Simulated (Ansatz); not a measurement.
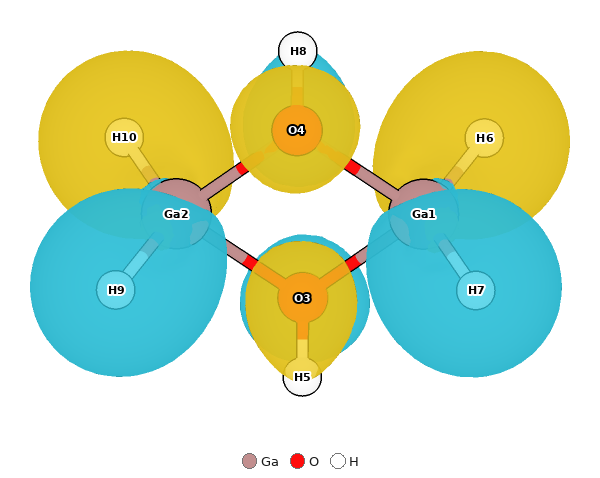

Figure 1: Ga$_{2}$H$_{6}$O$_{2}$. The HOMO at ±0.08 Å⁻³ᐟ² (yellow and cyan are the two phases), seen across its widest extent.

Geometry: PBE0-D4/def2-SVP.

Theory: isolated molecule in a Gaussian basis; Kohn-Sham density functional theory, functional PBE0 (Ansatz).

Input

```
crystal:
  periodic: [false, false, false]
  atoms:
    - {symbol: Ga, position_ang: [-1.165117, 0.454867, 0.811029]}
    - {symbol: Ga, position_ang: [1.165046, -0.454908, -0.811108]}
    - {symbol: O, position_ang: [-0.214027, 0.941229, -0.835330]}
    - {symbol: O, position_ang: [0.214151, -0.941085, 0.835433]}
    - {symbol: H, position_ang: [0.085851, 1.852927, -0.915887]}
    - {symbol: H, position_ang: [-2.532141, -0.234576, 0.484597]}
    - {symbol: H, position_ang: [-0.862088, 1.559621, 1.877953]}
    - {symbol: H, position_ang: [-0.085526, -1.852822, 0.916288]}
    - {symbol: H, position_ang: [2.532228, 0.234367, -0.484997]}
    - {symbol: H, position_ang: [0.861633, -1.559619, -1.877970]}
basis:
  gaussian:
    orbitals: def2-TZVPD
magnetization:
  spin_polarized: false
  initial_magnetization: 0
hamiltonian:
  xc: pbe0
output: {forces: true, orbitals: {seedname: orbitals}}
```

Command:

```sh
ansatz run input.yaml --threads 2 --pin off --max-ram 5220MiB --events-out events.jsonl --progress --plain --runs-dir runs
```

Q: What is the character of this orbital?

A: It lies mainly on Ga1 (about 15 %), Ga2 (about 15 %), H7 (about 10 %), H6 (about 10 %), H10 (about 10 %) and H9 (about 10 %); it is ungerade (odd under inversion). Its energy is −7.97 eV.
